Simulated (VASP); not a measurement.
# PIr2: accuracy against cost in the SCF threshold and SCF solver, part 2 of 3

Aim: find what the SCF threshold and SCF solver change for PIr2, and what they cost. The atoms are off their equilibrium sites, so that forces can be compared too. The series runs use r2SCAN. The atoms of the start are displaced at random from the sites of a Fm-3m cell.

VASP 6.6.1; r2SCAN; plane waves and PAW (P, Ir).

Still holding for the runs below: This run has no spin polarisation. Its electron count is odd, so without a moment it is a metal by construction. The k-mesh is coarse for a metal.

So far. Step 7 (SCF threshold: EDIFF = 1E-08): Against the run before the energy stays within 0.01 meV an atom and the pressure within 0.01 GPa, after 17 cycles in 53 s.

The database entry behind the starting cell differs from later determinations by our own check (0.1 to 0.3 % short, probably kX units), so it need not match the best structure at ambient conditions.

**8. The SCF threshold series as a table**

This step: convergence of r2SCAN results with the threshold; plane waves and PAW (VASP 6.6.1).

This step runs nothing: it gathers the runs above.

Differences are taken from the run with EDIFF = 1E-08. Results of the series, by row:

```csv
setting,status,energy less the reference (meV/atom),pressure (GPa),largest force difference (meV/Å),SCF cycles,wall time (s)
EDIFF = 0.01,converged,0.06755,3.779,1.48,9,30
EDIFF = 0.001,converged,-0.003753,4.117,1.293,10,33
EDIFF = 1E-04,converged,-0.002633,4.165,1.076,11,36
EDIFF = 1E-05,converged,-6.67e-4,4.201,0.733,12,40
EDIFF = 1E-06,converged,-7.00e-5,4.189,0.139,14,45
EDIFF = 1E-08,converged,0,4.186,0,17,53
```

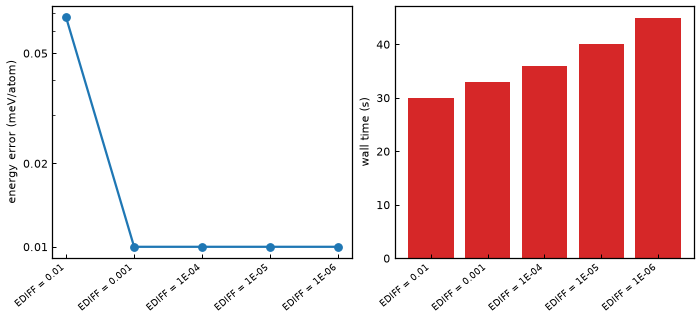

The energy error in size, against the reference run (errors under 0.01 are drawn at 0.01), and the wall time by setting.

**9. SCF solver: ALGO = Normal**

This step: r2SCAN; plane waves and PAW (P, Ir) (VASP 6.6.1).

All solvers should reach one answer; they differ in cycles and robustness.

INCAR

```
SYSTEM = PIr2
PREC = Accurate
ENCUT = 400
EDIFF = 1E-06
NELM = 100
ISMEAR = -1
SIGMA = 0.05
LREAL = .FALSE.
ALGO = Normal
METAGGA = R2SCAN
LASPH = .TRUE.
NBANDS = 17
LORBIT = 11
LWAVE = .FALSE.
LCHARG = .FALSE.
KPAR = 4
ISIF = 2
```

POSCAR

```
PIr2
1.0
    0.0000000000      2.7675000000      2.7675000000
    2.7675000000      0.0000000000      2.7675000000
    2.7675000000      2.7675000000      0.0000000000
P Ir
1 2
Direct
   -0.0006980000     -0.0018240000      0.0097090000
    0.2376690000      0.2520630000      0.2591990000
    0.7571980000      0.7409000000      0.7626800000
```

KPOINTS

```
Automatic mesh
0
Gamma
7 7 7
0 0 0
```

The projector-augmented-wave data sets are P and Ir (PBE family, release 64).

On the command line:

```
mpirun -np 4 vasp_std
```

What it wrote:

```text
[... set-up lines as in an earlier step ...]
 entering main loop
       N       E                     dE             d eps       ncg     rms          rms(c)
[... 14 cycles as in an earlier step ...]
   1 F= -.11510049E+03 E0= -.11509658E+03  d E =-.780864E-02
```

Run time: 45 s. Hardware: 4 MPI ranks of Intel Xeon 6975P-C (Granite Rapids), shared host; peak memory 0.85 GiB; 2.9 min of CPU time.

Parts of OUTCAR (step 9):

```text
   NELECT =      23.0000    total number of electrons

 E-fermi :   9.7213

 k-point     1 :       0.0000    0.0000    0.0000
  band No.  band energies     occupation
    ...
      5       3.6477      2.00000
      6       3.6531      2.00000
      7       9.0432      2.00000
      8       9.1553      1.99998
      9       9.2035      1.99994
     10      10.7324      0.00000
     11      11.5088      0.00000
     12      11.5370      0.00000
     13      14.3373      0.00000
     14      14.5615      0.00000
    ...

[... 12 parts as in an earlier step ...]

[... 9 further parts left out ...]
```

This step gave:

| Item | Value |
| --- | --- |
| SCF cycles | 14 |
| pressure | 4.189 GPa |

The series starts at -38.3655 eV an atom and 4.19 GPa, after 14 cycles in 45 s.

**10. SCF solver: ALGO = Fast**

Edit INCAR of step 9 so:

```diff
@@ -8,3 +8,3 @@
 LREAL = .FALSE.
-ALGO = Normal
+ALGO = Fast
 METAGGA = R2SCAN
```

POSCAR is that of step 9.

KPOINTS is that of step 9.

On the command line:

```
mpirun -np 4 vasp_std
```

What it wrote:

```text
[... set-up lines as in an earlier step ...]
 entering main loop
       N       E                     dE             d eps       ncg     rms          rms(c)
[... 5 cycles as in an earlier step ...]
RMM:   6    -0.115101547832E+03    0.55271E+01   -0.37330E+00  5854   0.197E+01    0.993E+00
RMM:   7    -0.115104176823E+03   -0.26290E-02   -0.43248E-01  6387   0.571E+00    0.550E+00
RMM:   8    -0.115098035688E+03    0.61411E-02   -0.11230E-01  6841   0.254E+00    0.703E-01
RMM:   9    -0.115099630999E+03   -0.15953E-02   -0.21033E-02  7235   0.129E+00    0.500E-01
[...]
RMM:  14    -0.115100478074E+03   -0.10246E-04   -0.10595E-04  7102   0.103E-01    0.606E-02
RMM:  15    -0.115100484048E+03   -0.59740E-05   -0.40265E-05  6799   0.404E-02    0.310E-02
RMM:  16    -0.115100485684E+03   -0.16359E-05   -0.50025E-06  5339   0.203E-02    0.244E-02
WARNING in EDDRMM: call to ZHEGV failed, returncode =   6  3     17
RMM:  17    -0.115100485895E+03   -0.21055E-06   -0.15340E-06  4208   0.962E-03
   1 F= -.11510049E+03 E0= -.11509658E+03  d E =-.780792E-02
```

Wall time 69 s (4 MPI ranks); peak memory 0.83 GiB; 4.6 min of CPU time.

From OUTCAR (step 10):

```text
  Total        0.9983621      1.2535825      1.0027704      0.1372530     -0.1313214      0.2957523
  in kB       37.7316504     47.3773325     37.8982555      5.1872771     -4.9631032     11.1775278
  external PRESSURE =      41.0024128 kB  Pullay stress =       0.0000000 kB

 POSITION                                       TOTAL-FORCE (eV/Angst)
 -----------------------------------------------------------------------------------
      2.78932      2.79244      5.52802        -0.034585     -0.016389     -0.118649
      1.41492      1.37508      1.35533        -0.269511      0.812955      0.370402
      4.16116      4.20626      4.14599         0.304096     -0.796566     -0.251753
 -----------------------------------------------------------------------------------
    total drift:                                0.000071      0.000104      0.000064

  FREE ENERGIE OF THE ION-ELECTRON SYSTEM (eV)
  ---------------------------------------------------
  free  energy   TOTEN  =      -115.1004858948 eV

  energy  without entropy=     -115.0926779749  energy(sigma->0) =     -115.09658193

[... 2 parts as in an earlier step ...]

[... 1 further part left out ...]
[key lines of the parts left out:]
E-fermi :   9.7220
```

Against the first of the series the energy stays within 0.01 meV an atom; the pressure moves by -0.09 GPa, after 17 cycles in 69 s.

**11. SCF solver: ALGO = VeryFast**

Edit INCAR of step 10 so:

```diff
@@ -8,3 +8,3 @@
 LREAL = .FALSE.
-ALGO = Fast
+ALGO = VeryFast
 METAGGA = R2SCAN
```

POSCAR is that of step 10.

KPOINTS is that of step 10.

On the command line:

```
mpirun -np 4 vasp_std
```

What it wrote:

```text
[... set-up lines as in an earlier step ...]
 entering main loop
       N       E                     dE             d eps       ncg     rms          rms(c)
RMM:   1     0.925027168736E+02    0.92503E+02   -0.66987E+03  2924   0.902E+02
RMM:   2    -0.725230091398E+02   -0.16503E+03   -0.16726E+03  2924   0.270E+02
RMM:   3    -0.104443221932E+03   -0.31920E+02   -0.27023E+02  2924   0.111E+02
RMM:   4    -0.115647438466E+03   -0.11204E+02   -0.68282E+01  2924   0.780E+01
[...]
RMM:  20    -0.115100483806E+03   -0.26036E-05   -0.13510E-05  6873   0.279E-02    0.130E-02
RMM:  21    -0.115100484813E+03   -0.10069E-05   -0.19492E-06  4663   0.121E-02    0.490E-03
RMM:  22    -0.115100485220E+03   -0.40689E-06   -0.56346E-07  4040   0.635E-03
   1 F= -.11510049E+03 E0= -.11509658E+03  d E =-.780858E-02
```

Wall time 87 s (4 MPI ranks); peak memory 0.82 GiB; 5.7 min of CPU time.

Parts of OUTCAR (step 11):

```text
  Total        1.0202567      1.2755517      1.0246656      0.1375165     -0.1315703      0.2965960
  in kB       38.5591237     48.2076275     38.7257523      5.1972350     -4.9725092     11.2094162
  external PRESSURE =      41.8308345 kB  Pullay stress =       0.0000000 kB

 POSITION                                       TOTAL-FORCE (eV/Angst)
 -----------------------------------------------------------------------------------
      2.78932      2.79244      5.52802        -0.034572     -0.016383     -0.118595
      1.41492      1.37508      1.35533        -0.269429      0.812649      0.370273
      4.16116      4.20626      4.14599         0.304001     -0.796267     -0.251677
 -----------------------------------------------------------------------------------
    total drift:                                0.000055      0.000083     -0.000015

  FREE ENERGIE OF THE ION-ELECTRON SYSTEM (eV)
  ---------------------------------------------------
  free  energy   TOTEN  =      -115.1004852201 eV

  energy  without entropy=     -115.0926766380  energy(sigma->0) =     -115.09658093

[... 2 parts as in an earlier step ...]

[... 1 further part left out ...]
[key lines of the parts left out:]
E-fermi :   9.7213
```

Against the first of the series the energy stays within 0.01 meV an atom; the pressure moves by -0.01 GPa, after 22 cycles in 87 s.

**12. SCF solver: ALGO = All**

Edit INCAR of step 11 so:

```diff
@@ -8,3 +8,3 @@
 LREAL = .FALSE.
-ALGO = VeryFast
+ALGO = All
 METAGGA = R2SCAN
```

POSCAR is that of step 11.

KPOINTS is that of step 11.

On the command line:

```
mpirun -np 4 vasp_std
```

What it wrote:

```text
[... set-up lines as in an earlier step ...]
 entering main loop
       N       E                     dE             d eps       ncg     rms           ort
DAV:   1     0.691902937082E+02    0.69190E+02   -0.10018E+04  2924   0.115E+03
DAV:   2    -0.112212867947E+03   -0.18140E+03   -0.17311E+03  2924   0.328E+02
DAV:   3    -0.120485471727E+03   -0.82726E+01   -0.81322E+01  2924   0.726E+01
DAV:   4    -0.120625736901E+03   -0.14027E+00   -0.13989E+00  2924   0.969E+00
DAV:   5    -0.120628668241E+03   -0.29313E-02   -0.29303E-02  2924   0.130E+00
SDA:   6    -0.113413015742E+03    0.72157E+01   -0.29303E-02  2924   0.877E+01   0.000E+00
 gam= 0.000 g(H,U,f)=  0.639E+01 0.229E+01 0.918E-01 ort(H,U,f) = 0.000E+00 0.000E+00 0.000E+00
 gam= 0.000 trial= 0.400  step=  0.3463 mean=  0.4000
CGA:   7    -0.114933803830E+03   -0.15208E+01   -0.15192E+01  2924   0.338E+00  -0.241E-01
 gam= 0.039 g(H,U,f)=  0.207E+00 0.128E+00 0.368E-02 ort(H,U,f) =-0.580E+00 0.541E+00 0.154E-01
 gam= 0.039 trial= 0.395  step=  0.8716 mean=  0.3946
[...]
gam= 0.457 trial= 0.529  step=  0.4921 mean=  0.5285
CGA:  13    -0.115100458855E+03   -0.50058E-04   -0.49873E-04  2924   0.463E-04  -0.102E-04
 gam= 0.220 g(H,U,f)=  0.392E-04 0.686E-05 0.237E-06 ort(H,U,f) =-0.325E-05-0.675E-05-0.171E-06
 gam= 0.220 trial= 0.525  step=  1.0969 mean=  0.5249
CGA:  14    -0.115100481002E+03   -0.22147E-04   -0.24168E-04  2924   0.105E-04  -0.706E-05
 gam= 0.226 g(H,U,f)=  0.862E-05 0.186E-05 0.116E-07 ort(H,U,f) =-0.528E-05-0.178E-05 0.849E-08
 gam= 0.226 trial= 0.582  step=  0.6833 mean=  0.5821
CGA:  15    -0.115100484024E+03   -0.30211E-05   -0.30368E-05  2924   0.513E-05  -0.321E-06
 gam= 0.489 g(H,U,f)=  0.311E-05 0.202E-05 0.922E-08 ort(H,U,f) = 0.131E-06-0.465E-06 0.133E-07
 gam= 0.489 trial= 0.592  step=  0.4246 mean=  0.5922
CGA:  16    -0.115100485081E+03   -0.10578E-05   -0.10559E-05  2924   0.909E-06  -0.320E-07
 gam= 0.177 g(H,U,f)=  0.698E-06 0.207E-06 0.373E-08 ort(H,U,f) =-0.134E-06 0.929E-07 0.959E-08
 gam= 0.177 trial= 0.575  step=  0.8332 mean=  0.5754
CGA:  17    -0.115100485448E+03   -0.36654E-06   -0.37641E-06  2924   0.278E-06  -0.667E-07
 gam= 0.306 g(H,U,f)=  0.227E-06 0.501E-07 0.745E-09 ort(H,U,f) =-0.103E-06 0.363E-07-0.349E-10
 gam= 0.306 trial= 0.601  step=  0.5130 mean=  0.6012
 final diagonalization occupied
   1 F= -.11510049E+03 E0= -.11509658E+03  d E =-.780872E-02
```

It took 62 s on 4 MPI ranks; peak memory 1.1 GiB; 4.1 min of CPU time.

Parts of OUTCAR (step 12):

```text
  Total        1.0213440      1.2766330      1.0257343      0.1375326     -0.1315595      0.2966115
  in kB       38.6002182     48.2484952     38.7661433      5.1978444     -4.9720997     11.2100025
  external PRESSURE =      41.8716189 kB  Pullay stress =       0.0000000 kB

 POSITION                                       TOTAL-FORCE (eV/Angst)
 -----------------------------------------------------------------------------------
      2.78932      2.79244      5.52802        -0.034576     -0.016389     -0.118610
      1.41492      1.37508      1.35533        -0.269417      0.812669      0.370290
      4.16116      4.20626      4.14599         0.303992     -0.796281     -0.251680
 -----------------------------------------------------------------------------------
    total drift:                                0.000039      0.000089     -0.000056

  FREE ENERGIE OF THE ION-ELECTRON SYSTEM (eV)
  ---------------------------------------------------
  free  energy   TOTEN  =      -115.1004854479 eV

  energy  without entropy=     -115.0926767248  energy(sigma->0) =     -115.09658109

[... 2 parts as in an earlier step ...]

[... 1 further part left out ...]
[key lines of the parts left out:]
E-fermi :   9.7216
```

Against the first of the series the energy stays within 0.01 meV an atom and the pressure within 0.01 GPa, after 17 cycles in 62 s.

**13. SCF solver: ALGO = Damped**

Edit INCAR of step 12 so:

```diff
@@ -8,3 +8,3 @@
 LREAL = .FALSE.
-ALGO = All
+ALGO = Damped
 METAGGA = R2SCAN
```

POSCAR is that of step 12.

KPOINTS is that of step 12.

On the command line:

```
mpirun -np 4 vasp_std
```

What it wrote:

```text
[... set-up lines as in an earlier step ...]
 entering main loop
       N       E                     dE             d eps       ncg     rms           ort
DAV:   1     0.163825101907E+03    0.16383E+03   -0.89033E+03  2924   0.115E+03
DAV:   2    -0.655867798363E+02   -0.22941E+03   -0.22090E+03  2924   0.385E+02
DAV:   3    -0.112267135880E+03   -0.46680E+02   -0.44418E+02  2924   0.154E+02
DAV:   4    -0.119641637526E+03   -0.73745E+01   -0.72094E+01  2924   0.684E+01
[...]
DMP:  20    -0.115100480515E+03   -0.19849E-05   -0.51319E-05  2924   0.124E-04   0.104E-05
DMP:  21    -0.115100483873E+03   -0.33576E-05   -0.13337E-05  2924   0.165E-05   0.440E-05
DMP:  22    -0.115100484466E+03   -0.59244E-06   -0.54965E-06  2924   0.145E-05  -0.186E-06
 final diagonalization occupied
   1 F= -.11510048E+03 E0= -.11509658E+03  d E =-.780845E-02
```

Elapsed: 64 s, on 4 MPI ranks; peak memory 1.1 GiB; 4.2 min of CPU time.

OUTCAR, selected parts (step 13):

```text
  Total        1.0318372      1.2869817      1.0362654      0.1374684     -0.1314846      0.2964809
  in kB       38.9967906     48.6396069     39.1641488      5.1954209     -4.9692681     11.2050666
  external PRESSURE =      42.2668487 kB  Pullay stress =       0.0000000 kB

 POSITION                                       TOTAL-FORCE (eV/Angst)
 -----------------------------------------------------------------------------------
      2.78932      2.79244      5.52802        -0.034557     -0.016361     -0.118623
      1.41492      1.37508      1.35533        -0.269428      0.812618      0.370313
      4.16116      4.20626      4.14599         0.303985     -0.796257     -0.251690
 -----------------------------------------------------------------------------------
    total drift:                                0.000008      0.000018     -0.000022

  FREE ENERGIE OF THE ION-ELECTRON SYSTEM (eV)
  ---------------------------------------------------
  free  energy   TOTEN  =      -115.1004844656 eV

  energy  without entropy=     -115.0926760175  energy(sigma->0) =     -115.09658024

[... 2 parts as in an earlier step ...]

[... 1 further part left out ...]
[key lines of the parts left out:]
E-fermi :   9.7214
```

Against the first of the series the energy stays within 0.01 meV an atom; the pressure moves by +0.04 GPa, after 22 cycles in 64 s.

**14. SCF solver: AMIX = 0.1, BMIX = 0.01**

Edit INCAR of step 13 so:

```diff
@@ -8,3 +8,3 @@
 LREAL = .FALSE.
-ALGO = Damped
+ALGO = Normal
 METAGGA = R2SCAN
@@ -17 +17,3 @@
 ISIF = 2
+AMIX = 0.1
+BMIX = 0.01
```

POSCAR is that of step 13.

KPOINTS is that of step 13.

On the command line:

```
mpirun -np 4 vasp_std
```

What it wrote:

```text
[... set-up lines as in an earlier step ...]
 entering main loop
       N       E                     dE             d eps       ncg     rms          rms(c)
[... 5 cycles as in an earlier step ...]
DAV:   6    -0.115391750781E+03    0.52369E+01   -0.13082E+00  7740   0.120E+01    0.198E+01
DAV:   7    -0.115146625873E+03    0.24512E+00   -0.74219E-01  8996   0.963E+00    0.119E+01
DAV:   8    -0.115248110206E+03   -0.10148E+00   -0.63229E-01  8323   0.921E+00    0.287E+00
DAV:   9    -0.115102119459E+03    0.14599E+00   -0.36260E-01  8222   0.673E+00    0.198E+00
[...]
DAV:  23    -0.115100489075E+03    0.38664E-05   -0.31717E-06  5817   0.193E-02    0.648E-02
DAV:  24    -0.115100486808E+03    0.22678E-05   -0.15002E-06  3460   0.133E-02    0.242E-02
DAV:  25    -0.115100486179E+03    0.62900E-06   -0.35767E-07  3166   0.444E-03
   1 F= -.11510049E+03 E0= -.11509658E+03  d E =-.780866E-02
```

It took 78 s on 4 MPI ranks; peak memory 0.83 GiB; 5.1 min of CPU time.

From OUTCAR (step 14):

```text
  Total        1.0152051      1.2704107      1.0195726      0.1374565     -0.1315107      0.2963754
  in kB       38.3682068     48.0133303     38.5332686      5.1949703     -4.9702572     11.2010783
  external PRESSURE =      41.6382686 kB  Pullay stress =       0.0000000 kB

 POSITION                                       TOTAL-FORCE (eV/Angst)
 -----------------------------------------------------------------------------------
      2.78932      2.79244      5.52802        -0.034595     -0.016399     -0.118682
      1.41492      1.37508      1.35533        -0.269504      0.813012      0.370454
      4.16116      4.20626      4.14599         0.304099     -0.796613     -0.251772
 -----------------------------------------------------------------------------------
    total drift:                                0.000048      0.000097     -0.000060

  FREE ENERGIE OF THE ION-ELECTRON SYSTEM (eV)
  ---------------------------------------------------
  free  energy   TOTEN  =      -115.1004861786 eV

  energy  without entropy=     -115.0926775177  energy(sigma->0) =     -115.09658185

[... 2 parts as in an earlier step ...]

[... 1 further part left out ...]
[key lines of the parts left out:]
E-fermi :   9.7215
```

Against the first of the series the energy stays within 0.01 meV an atom; the pressure moves by -0.03 GPa, after 25 cycles in 78 s.

**15. SCF solver: AMIX = 0.8**

Edit INCAR of step 14 so:

```diff
@@ -17,3 +17,2 @@
 ISIF = 2
-AMIX = 0.1
-BMIX = 0.01
+AMIX = 0.8
```

POSCAR is that of step 14.

KPOINTS is that of step 14.

On the command line:

```
mpirun -np 4 vasp_std
```

What it wrote:

```text
[... set-up lines as in an earlier step ...]
 entering main loop
       N       E                     dE             d eps       ncg     rms          rms(c)
[... 5 cycles as in an earlier step ...]
DAV:   6    -0.116135537928E+03    0.44931E+01   -0.14734E+01  7627   0.449E+01    0.934E+00
DAV:   7    -0.115211934656E+03    0.92360E+00   -0.66859E+00  7707   0.319E+01    0.668E+00
DAV:   8    -0.115104455821E+03    0.10748E+00   -0.31613E-01  7694   0.650E+00    0.887E-01
DAV:   9    -0.115100270333E+03    0.41855E-02   -0.44459E-02  8782   0.188E+00    0.324E-01
[...]
DAV:  13    -0.115100482630E+03    0.18976E-04   -0.47908E-05  8038   0.855E-02    0.204E-02
DAV:  14    -0.115100485340E+03   -0.27105E-05   -0.67506E-06  7384   0.188E-02    0.501E-03
DAV:  15    -0.115100485165E+03    0.17472E-06   -0.23613E-07  3559   0.571E-03
   1 F= -.11510049E+03 E0= -.11509658E+03  d E =-.780854E-02
```

Wall time 51 s (4 MPI ranks); peak memory 0.85 GiB; 3.3 min of CPU time.

[end of part 2 of 3]

[Lines on the potential files, build, host, timing and source positions are cut from VASP's logs without a mark.]

[Logs are printed without paths, hosts, clocks, repeated set-up lines and the standing remarks that a program may print on its own settings, such as how far it seeks lower states.]

[Hosts, paths, dates, database ids (printed as entryN), source tags and the programs' standing remarks are cut or masked in the printed files.]

[A measured line is paired with the nearest computed mode of its activity, which favours agreement.]

[In band tables of VASP the shares of atoms and orbitals are scaled to a sum of 1 inside the atoms' spheres.]
